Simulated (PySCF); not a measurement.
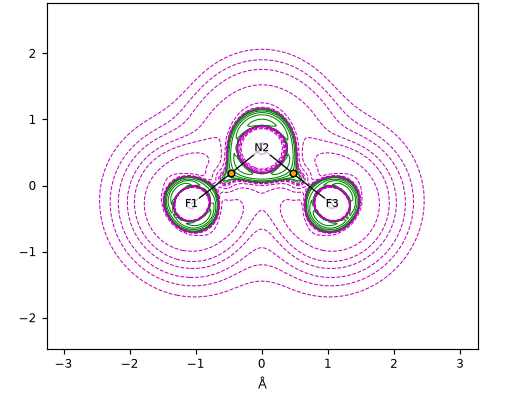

Figure. F3N, SMILES `FN(F)F`. Negative Laplacian of the density (−∇²ρ) in the plane of F1, N2 and F3 (solid green lines positive, dashed magenta lines negative, contours at ±0.02 to ±8 a.u.), with bond paths and bond critical points (dots).

Method: B3LYP/cc-pVDZ; geometry: GFN2-xTB; program: PySCF. No frequency check shows the geometry to be a minimum.

Cartesian coordinates (Å):

```
F1       1.1559   -0.4204    0.1190
N2       0.0000   -0.0000   -0.4588
F3      -0.9421   -0.7908    0.1189
F4      -0.2139    1.2113    0.1189
```

At which bond critical points in this plane is charge locally concentrated, and at which depleted?

Concentrated (∇²ρ < 0): F1–N2 and N2–F3 (−0.16 a.u.). At none is it depleted.

Where along F1–N2 does the critical point lie?

0.76 Å from F1 and 0.60 Å from N2.
